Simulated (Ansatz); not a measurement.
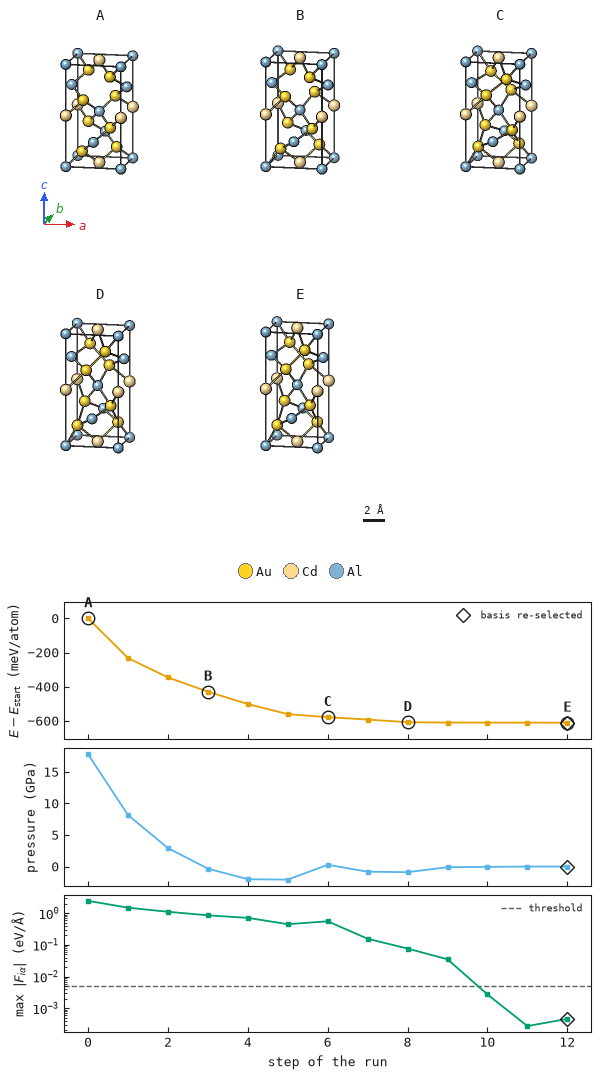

Frames of a relaxation of a crystal of Al₂CdAu₄ (a generated structure, set up in I-4), marked on the history of the run. A ball-and-stick model of the conventional cell (2 times the calculation's cell), seen slightly off an axis. Lengths and directions refer to the drawn axes.

Method: DFT, PAW plane waves, r2SCAN in Ansatz 0.2.0.

Input
```yaml
crystal:
  lattice:
    - [0.0, 5.50664, 0.0]
    - [5.50664, 0.0, 0.0]
    - [2.75332, 2.75332, -5.106804]
  atoms:
    - { symbol: Au, position: [0.37, 0.38, 0.74] }
    - { symbol: Au, position: [0.62, 0.11, 0.26] }
    - { symbol: Au, position: [0.89, 0.88, 0.74] }
    - { symbol: Au, position: [0.12, 0.63, 0.26] }
    - { symbol: Cd, position: [0.5, 0.5, 0.0] }
    - { symbol: Al, position: [0.75, 0.25, 0.5] }
    - { symbol: Al, position: [0.0, 0.0, 0.0] }
  symmetry: { tolerance: 0.0003 }
kpoints:
  mp_grid: { grid: [4, 4, 4], shift: [0, 0, 0] }
magnetization:
  spin_polarized: false
scf:
  occupations: { method: gaussian, width: 0.0404 }
hamiltonian:
  pseudopotentials: { kind: paw }
  xc: r2scan
basis:
  ecutwfc: 500
output:
  forces: true
  stress: true
  eigenvalues: true
  write_density: true
  write_potential: true
  elf: true
  volumetric_format: npy
relax:
  max_steps: 40
  cell: {}
  f_tol: 0.005
  max_displacement: 0.1
```

Launched with:
```bash
ansatz run input.yaml --threads 1 --pin off --max-ram 2560MiB --backend cpu --events-out ev --progress --plain --runs-dir out
```

Q: Describe the path.

A: After 11 accepted moves (12 points after the start) the energy has fallen by 611 meV per atom. The largest force component goes from 2.5 to 0.00046 eV/Å. Pressure: 17.78 GPa at the start and 0.00 GPa at the end. At 1 point the geometry stayed and the basis and grid were re-selected for the new cell (energy shift of 0.3 meV per atom at most each time). The largest moves relative to the cell, 0.56 Å, are those of Au1, Au2, Au3 and Au4. Au1 goes along [−1 −3 −1]. Cd and Al stay in place. Cell: a = b 5.507 → 5.174 Å (−6.0 %), c 10.214 → 11.346 Å (+11.1 %). Volume −1.9 %. Some distances before and after: Au1–Au3 3.817 → 2.803 Å, Au1–Au2 3.646 → 2.847 Å, Au1–Cd5 2.389 → 2.770 Å, Au1–Al6 2.334 → 2.503 Å. Bond angles that change, for instance: Au1–Al7–Au3 110.3° → 85.4°, Cd5–Au4–Al7 111.4° → 88.4°, Au1–Al6–Au3 116.6° → 131.8°. The space group stays I-4 (No. 82). The run took 6.3 min on 1 thread of Intel(R) Xeon(R) Platinum 8259CL CPU @ 2.50GHz (Skylake/Cascade Lake), on a shared host, peak memory 0.99 GiB. From step 0 to 3: Au atoms move most (0.30 Å), volume +6.4 %, energy −429 meV per atom. From step 3 to 6: Au atoms move most (0.29 Å), volume −7.2 %, energy −149 meV per atom. From step 6 to 8: Au atoms move most (0.09 Å), volume +0.6 %, energy −29.5 meV per atom. From step 8 to 12: volume −1.2 %, energy −2.9 meV per atom.
